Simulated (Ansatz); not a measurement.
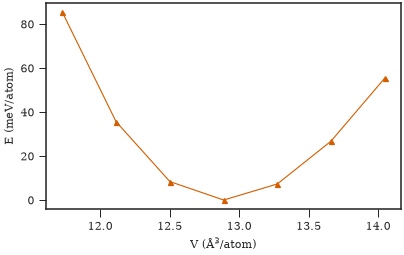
Fig. 1. GaMo₂N in space group P6_3/mmc (No. 194; Ga on 2d, Mo on 4f, N on 2a) under volume change, PBE in the plane-wave PAW code Ansatz, shape and atoms relaxed at each volume.

Task: What does a third-order Birch–Murnaghan fit give for V₀, B₀ and B′?

Result: V₀ = 12.89 Å³/atom, B₀ = 203 GPa, B′ = 6.7.

The start of the workflow was typed in or built on a structure type; neither database checked (COD, Materials Project) lists it. Whether it is the stable phase at ambient conditions was not checked. Symmetry was held in the PBE relaxation; whether a distortion lowers the energy is not shown. The workflow began spin-polarised and lost its moments.

Potentials: the earlier of the program's two PAW sets.
